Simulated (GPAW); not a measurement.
## BaTiO3 (P4mm): refractive index against wavelength

The refractive index of BaTiO3 (P4mm) along x below the direct gap (2.00 eV on the mesh) is read from one computed spectrum, n = √(Re ε). x, y and z are the Cartesian axes of the input cell.

Cell: a, b, c = 4.000, 4.000, 4.018 Å (primitive vectors), 5 atoms.

Method: GPAW 26.7.0, LDA, RPA, k-mesh 8×8×8, local fields up to 80 eV, Lorentzian half width 0.1 eV.

Launch of the response step: `OMP_NUM_THREADS=1 python df.py`. The run took 1.7 min, its band step included, on 1 thread of Intel(R) Xeon(R) 6975P-C (Granite Rapids) (shared host).

```
wavelength (nm)  photon energy E (eV)       n
           3000                 0.413  2.4750
           2000                 0.620  2.4855
           1550                 0.800  2.4985
           1310                 0.946  2.5122
           1064                 1.165       ?
```

In the single-oscillator model n² − 1 = E₀E_d/(E₀² − E²), so 1/(n² − 1) = E₀/E_d − E²/(E₀E_d) is linear in E².

Working, on the rows shown:

| x = E² (eV²) | y = 1/(n² − 1) |
| --- | --- |
| 0.170801 | 0.195098 |
| 0.384302 | 0.193136 |
| 0.639837 | 0.190749 |
| 0.895757 | 0.188283 |

Means: x̄ = 0.52267, ȳ = 0.19182. Σ(x − x̄)(y − ȳ) = -0.002781, Σ(x − x̄)² = 0.2959. Slope = -0.002781 / 0.2959 = -0.009398; intercept = ȳ − slope · x̄ = 0.19673. Turned back into n, the line misses the rows shown by at most 0.00018.

Question: Predict the last column of the withheld row from the fit.

Answer: At x = 1.3578 the line gives y = 0.18397, that is 2.5369. The run gave 2.5387, so the extrapolation is off by 0.0018, 3 % of the range in the table.

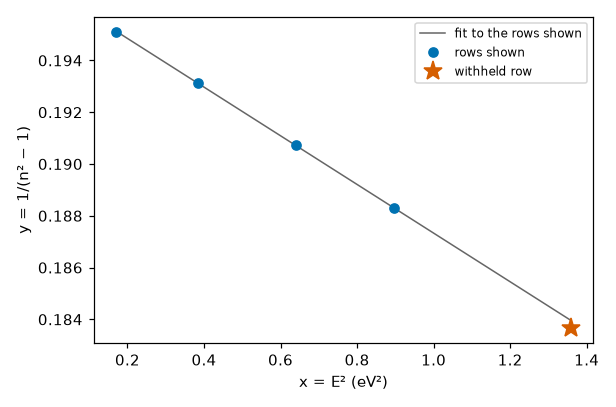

Refitted with all rows, the slope is -0.009643 and the intercept 0.19683. These give E₀ = √(intercept/−slope) = 4.52 eV and E_d = E₀/intercept = 23.0 eV; E₀ is 2.3 times the direct gap. The electronic limit at long wavelengths, without lattice vibrations, is n = √(1 + 1/intercept) = 2.466. The cell comes from an older database entry, whose edges can be off by a per cent or so. Excitons are left out; LDA gaps are as a rule too small. The values come from a sum over the points of one k-mesh and carry its error, which grows as the direct gap shrinks. This version of GPAW has incomplete matrix elements in the optical limit, which can lower ε − 1 by up to a tenth where first-row anions or d states rule. Spin-orbit coupling is left out.

[Logs are printed without paths, hosts, clocks, repeated set-up lines and the standing remarks that a program may print on its own settings, such as how far it seeks lower states.]
